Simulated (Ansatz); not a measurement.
The parent structure is BN in the wurtzite structure (space group P6_3mc, No. 186; a = 2.5232 Å, c = 4.1751 Å). Axes: x lies along a and z along c of the hexagonal cell.

Perturbation: biaxial strain −3.00 %, plane normal [001], relaxed out of plane (Cartesian); in-plane vectors clamped, the third vector and the atoms free.

All numbers come from LDA, PAW, 420 eV (Ansatz, a first-principles code; without spin-orbit coupling).

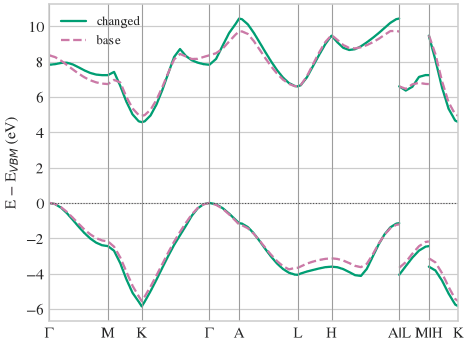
Fig. 1. Highest valence and lowest conduction band along the path, each from its own valence-band maximum

The gap is 4.57 eV, indirect, Γ → K; the base has 4.93 eV.

Stability against distortions was not tested.
